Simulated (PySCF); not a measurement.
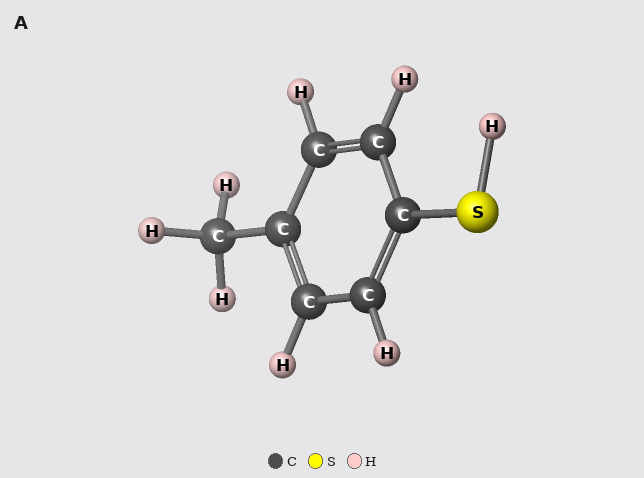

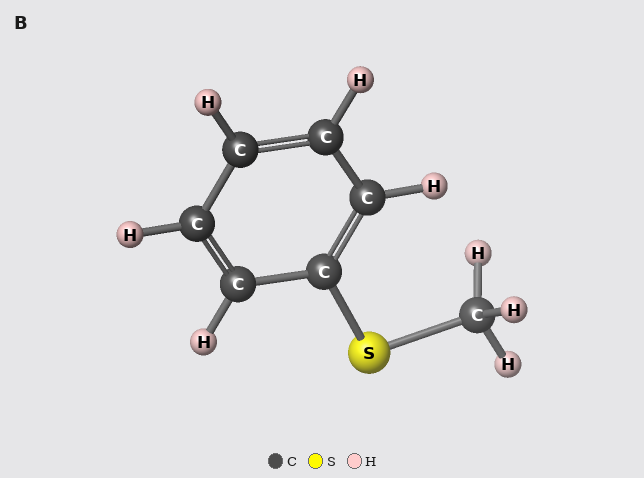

2 stationary structures of one formula. Geometries: PBE0-D3(BJ)/def2-SVP. Electronic energies: PBE0-D3(BJ)/def2-SVP (PySCF 2.14.0), without zero-point energy. No frequency run is at hand to confirm each as a minimum. Each is one conformer, not always the lowest.

### Are they conformers, stereoisomers or constitutional isomers?

They are constitutional isomers of C7H8S: A `Cc1ccc(S)cc1`, B `CSc1ccccc1`.

### Rank them by energy, lowest first.

A is lowest; B lies 0.178 eV above it.
